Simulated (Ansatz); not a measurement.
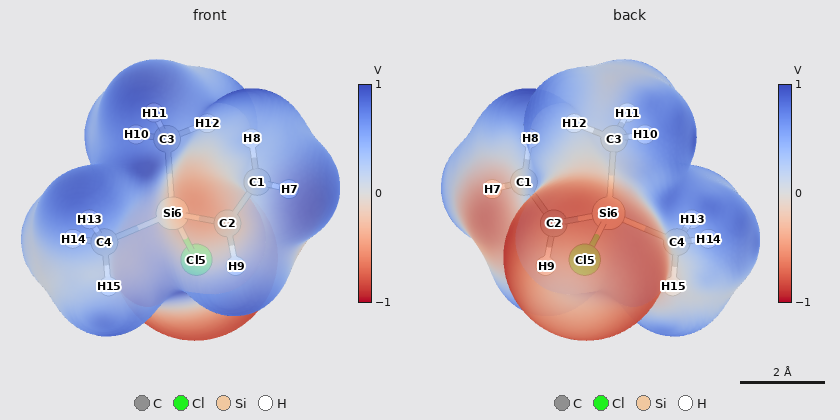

Figure 1: C$_{4}$H$_{9}$ClSi (SMILES C=C[Si](C)(C)Cl). The molecular electrostatic potential painted on the density surface at 0.002 e/bohr³, seen from the front and from behind; the colour scale runs from red (negative) to blue (positive).

Geometry: PBE0-D3(BJ)/def2-SVP.

Computed with isolated molecule in a Gaussian basis; Kohn-Sham density functional theory, functional PBE0 (Ansatz).

```json
{"atom": "C", "x (Å)": "1.1982", "y (Å)": "2.0769", "z (Å)": "-1.2770"}
{"atom": "C", "x (Å)": "0.2703", "y (Å)": "1.1605", "z (Å)": "-1.5757"}
{"atom": "C", "x (Å)": "1.0805", "y (Å)": "-0.4573", "z (Å)": "0.9259"}
{"atom": "C", "x (Å)": "0.1519", "y (Å)": "-1.9131", "z (Å)": "-1.6510"}
{"atom": "Cl", "x (Å)": "-2.0067", "y (Å)": "-0.3360", "z (Å)": "0.0782"}
{"atom": "Si", "x (Å)": "-0.0206", "y (Å)": "-0.3905", "z (Å)": "-0.5813"}
{"atom": "H", "x (Å)": "1.3506", "y (Å)": "2.9741", "z (Å)": "-1.8876"}
{"atom": "H", "x (Å)": "1.8525", "y (Å)": "1.9779", "z (Å)": "-0.4033"}
{"atom": "H", "x (Å)": "-0.3550", "y (Å)": "1.3281", "z (Å)": "-2.4633"}
{"atom": "H", "x (Å)": "0.8488", "y (Å)": "-1.3514", "z (Å)": "1.5243"}
{"atom": "H", "x (Å)": "2.1420", "y (Å)": "-0.5055", "z (Å)": "0.6349"}
{"atom": "H", "x (Å)": "0.9321", "y (Å)": "0.4264", "z (Å)": "1.5643"}
{"atom": "H", "x (Å)": "1.1827", "y (Å)": "-2.0005", "z (Å)": "-2.0299"}
{"atom": "H", "x (Å)": "-0.0884", "y (Å)": "-2.8226", "z (Å)": "-1.0795"}
{"atom": "H", "x (Å)": "-0.5290", "y (Å)": "-1.8628", "z (Å)": "-2.5141"}
```

> Which sites attract a positive test charge, and which a negative one?

A positive charge is drawn to the negative regions and a negative charge to the positive ones. The most negative region (about −0.9 V) lies over Cl5, the most positive (about +1.0 V) over Si6, H7, H8 and H11.
